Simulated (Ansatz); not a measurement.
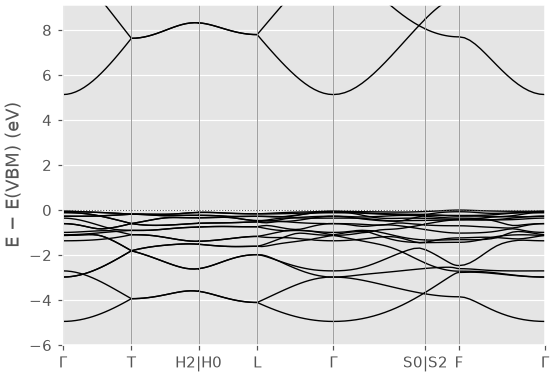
Figure. Band structure from DFT-r²SCAN in the program Ansatz with PAW potentials

Q: Read off the gap and where the band edges lie.

A: About 5.1 eV (5.13 eV by a search for the band edges); maximum at F, minimum at Γ.

The material is InF3 in space group R-3c (No. 167; In on 6b, F on 18e).

The first step of the workflow began from a Materials Project structure, measured or hypothetical; the Crystallography Open Database files this formula in space group No. 167, but the cells were not matched. Its standing as an ambient phase is unchecked. The cell was relaxed with r²SCAN under the symmetry of its start; its stability against distortions is not shown here. Scalar-relativistic: spin–orbit coupling is off unless named, which matters more the heavier the elements.

Potentials: the later of the program's two PAW sets.
